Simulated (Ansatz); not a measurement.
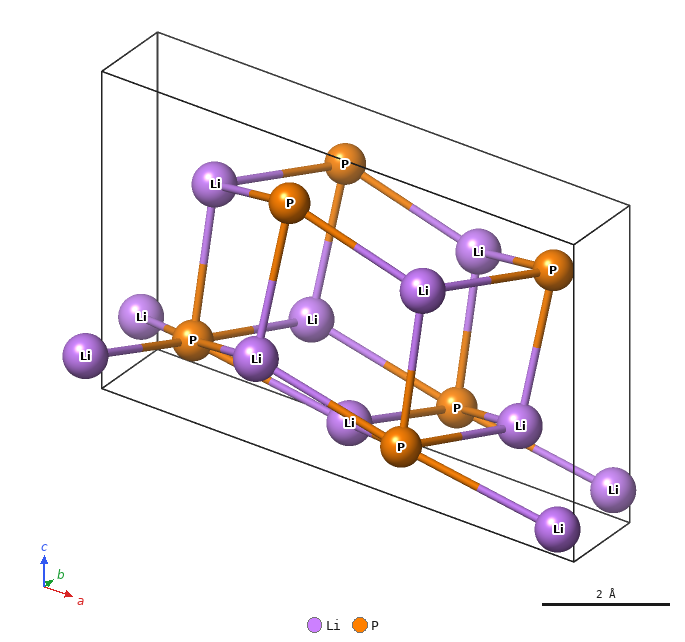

Drawn in the ball-and-stick manner and seen slightly off an axis. The lines enclose the conventional unit cell; boundary atoms appear with their images.

Cell dimensions are a = 8.061 Å, b = 4.273 Å, c = 5.086 Å, α = 90.00°, β = 108.38°, γ = 90.00°.

Pairs joined by sticks: Li–P up to 3.06 Å, P–P up to 2.48 Å (cut-off distances).

Question: Work out the formula from the picture.

Answer: Li$_{3}$P$_{2}$. The cell holds 6 Li, 4 P, counting shared atoms by their share.

Question: Which of the Bravais lattices applies?

Answer: Base-centred monoclinic.

Question: Identify the space group.

Answer: Cm (No. 8), with Li on 2a, Li on 2a, Li on 2a, P on 2a and P on 2a.

Question: Does the bonding give isolated units, chains, sheets or a framework?

Answer: With all bonds counted the structure is a three-dimensional framework. Leaving out the bonds to Li, what remains is separate P2 groups.

Origin of the cell: a textbook structure type filled with these elements (whether it is the usual form wasn't checked). Relaxation method: DFT PBE, scalar-relativistic, plane waves, PAW (Ansatz 0.2.0).
